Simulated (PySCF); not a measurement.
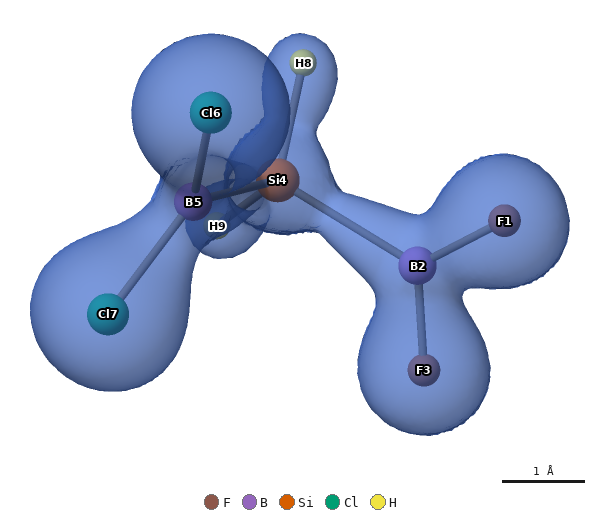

B2Cl2F2H2Si (SMILES FB(F)[SiH2]B(Cl)Cl). Isosurface of the total electron density at 0.6 e/Å³ (blue), seen at a tilt.

Geometry: PBE0-D3(BJ)/def2-SVP.

Computed with PBE0/pcSseg-1, SCF density, gas phase, non-relativistic in PySCF 2.14.0.

```
atom    x (Å)    y (Å)    z (Å)
   F  -2.1219   1.0138  -0.8399
   B  -1.4504  -0.0395  -0.4180
   F  -1.7716  -1.2007  -0.9556
  Si   0.0664   0.1252   0.9286
   B   1.7155   0.3995  -0.2089
  Cl   2.2112   2.0085  -0.6771
  Cl   2.6058  -0.9693  -0.8323
   H  -0.1673   1.2991   1.8227
   H   0.1767  -1.1311   1.7297
```

**How is the density connected at this value?**

At this value the surface is in one piece. It bridges the sampled B–F (1.32 Å), B–Cl (1.75 Å), Si–B (2.02 Å) and Si–H (1.49 Å) contacts, where the density stays above the isovalue. On the grid the lowest density along these lines, outside the cores, is 1.6 e/Å³ (B–F, 1.32 Å), 1 e/Å³ (B–Cl, 1.75 Å), 0.71 e/Å³ (Si–B, 2.02 Å) and 0.77 e/Å³ (Si–H, 1.49 Å).
